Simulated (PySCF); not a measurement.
# BF2Ga2H7N2S: the cost of one run

Computed with PySCF 2.14.0; each step states its level. No surroundings beyond the atoms listed, unless a continuum is named. Atoms count from 0, parts from 1.

## 1. Starting point

Each species was relaxed by itself at GFN2-xTB.

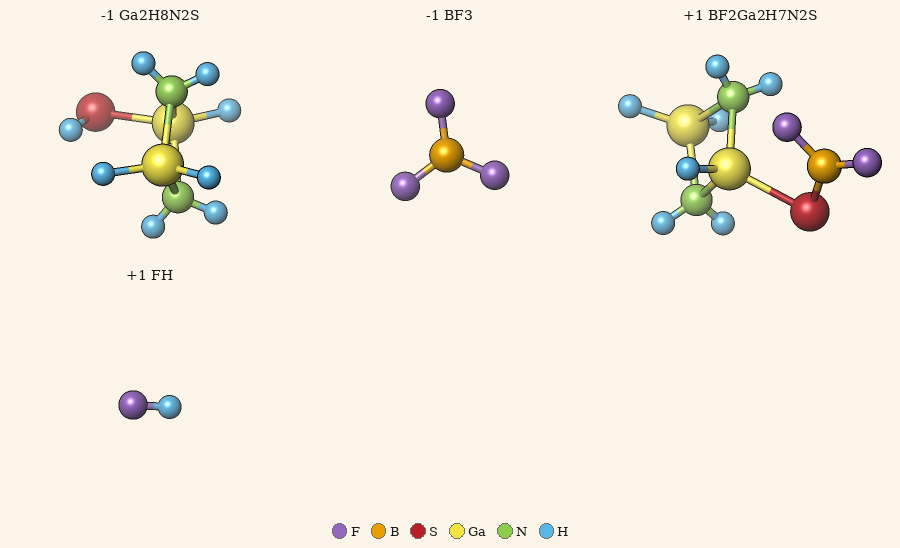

The species at one scale (fluorine purple, boron amber, sulfur red, gallium yellow, nitrogen green, hydrogen blue).

## 2. Reaction energy: PBE0-D3(BJ)/def2-SVP

The job: settings as JSON, then the geometry in Å.

```
{"job": {"kind": "react", "xc": "PBE0", "basis": "def2-SVP", "disp": "d3bj"}, "charge": 0, "multiplicity": 1}
-1 Ga2H8N2S charge 0 multiplicity 1
S      2.140170     1.448000    -1.360300
Ga     0.026270     0.943860    -1.001390
N     -0.252580    -1.096580    -0.925960
Ga    -0.331290    -1.048040     1.089600
N     -0.409420     0.967100     1.012500
H      2.499160     0.574210    -0.420350
H     -1.206150     1.526850    -1.730990
H      0.447720    -1.699750    -1.361380
H     -1.140570    -1.359040    -1.358820
H      1.038340    -1.478280     1.653180
H     -1.673450    -1.611590     1.586290
H     -1.345530     1.340490     1.182910
H      0.207330     1.492760     1.634700

-1 BF3 charge 0 multiplicity 1
F      1.300240    -0.023770    -0.005400
B      0.000040    -0.000060     0.000090
F     -0.629410     1.137860     0.009810
F     -0.670880    -1.114020    -0.004500

+1 BF2Ga2H7N2S charge 0 multiplicity 1
F     -1.491350    -4.061980    -0.364700
B     -1.078840    -2.825290    -0.481050
F     -1.965140    -1.899920     0.016940
S      0.418760    -2.229520    -1.137770
Ga    -0.405900    -0.139250    -0.704570
N      1.188880     1.088330    -1.014660
Ga     0.979760     1.842070     0.842820
N     -0.371230     0.376290     1.246720
H     -1.642520     0.426490    -1.411530
H      2.061010     0.568860    -1.151700
H      1.127170     1.724670    -1.810280
H      0.247120     3.196610     0.790460
H      2.256340     1.599810     1.673040
H     -0.042010    -0.337580     1.901420
H     -1.282060     0.670400     1.604860

+1 FH charge 0 multiplicity 1
F      0.466150    -0.003290     0.008270
H     -0.466150     0.003290    -0.008270
```

Level: PBE0-D3(BJ)/def2-SVP reaction energy of separated species, gas phase.

On the command line:

```console
> OMP_NUM_THREADS=1 python cluster_run.py task.json out
```

This one command runs all jobs of the session in turn.

**Question.** How long does this first job take on 1 thread of Arm Neoverse V2, shared host, and how much memory does it need?

About 38 s, with a peak of 0.73 GiB.
